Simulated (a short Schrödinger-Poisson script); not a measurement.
Structure: MOS inversion layer, SiO2 on p-type GaAs, at 300 K.

```tsv
layer	material	thickness (nm)	Na (cm⁻³)
1	SiO2	2.5	-
2	GaAs	2100	5.7e16
```

Constants are typed, rounded textbook-type inputs, not results; the design itself was drawn at random and stands for no fabricated device. SiO2: permittivity 3.9, conduction-band edge (eV) 3.17, gap (eV) 9, electron mass (mₑ) 0.5. GaAs: permittivity 12.9, conduction-band edge (eV) 0, gap (eV) 1.424, Nv at 300 K (cm⁻³) 9e18.

Channel valleys (confinement mass, in-plane density-of-states mass, number): Γ 0.067, 0.067, 1. At the gate the conduction-band edge of layer 1 lies 3.81 eV − eVg above the Fermi level of the channel; the field vanishes at the back. Gaps are held at their typed values at every temperature. Mesh 0.03 nm at interfaces.

From a short Schrödinger-Poisson script (our own, NumPy): 1D Poisson equation in equilibrium, electrons quantum, Hartree (BenDaniel-Duke, 12 states a valley, the channel's in-plane mass for all, wave functions ending at the dielectric), parabolic valleys, classical holes, full ionisation, no traps, pinning or gate leakage.

Only gate voltages with over 1e8 electrons/cm² are shown.

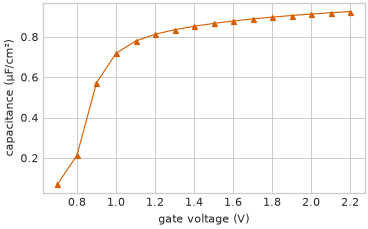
Figure: Quasi-static capacitance against gate voltage

```
Vg (V)  electrons (cm⁻²)  C (μF/cm²)  Γ E0 (meV)  Γ E1 (meV)
------  ----------------  ----------  ----------  ----------
0.7               1.23e9      0.0692       166.0       247.0
0.8              3.51e10       0.213        78.8       162.2
0.9              2.66e11       0.572        22.3       109.3
1                6.67e11       0.718        -8.8        82.7
1.1              1.13e12       0.779       -31.5        64.8
1.2              1.62e12       0.812       -50.9        50.4
1.3              2.13e12       0.835       -68.7        37.9
1.4              2.66e12       0.852       -85.6        26.6
1.5              3.19e12       0.866      -101.8        16.4
1.6              3.73e12       0.878      -117.4         7.0
1.7              4.28e12       0.888      -132.7        -1.8
1.8              4.84e12       0.897      -147.6       -10.1
1.9              5.40e12       0.905      -162.3       -17.9
2                5.97e12       0.913      -176.8       -25.4
2.1              6.54e12       0.919      -191.2       -32.7
2.2              7.11e12       0.925      -205.4       -39.7
```

Subbands count from the Fermi level.

Above a few 1e12 electrons/cm² a light Γ valley is non-parabolic and upper valleys begin to fill, which the model leaves out.
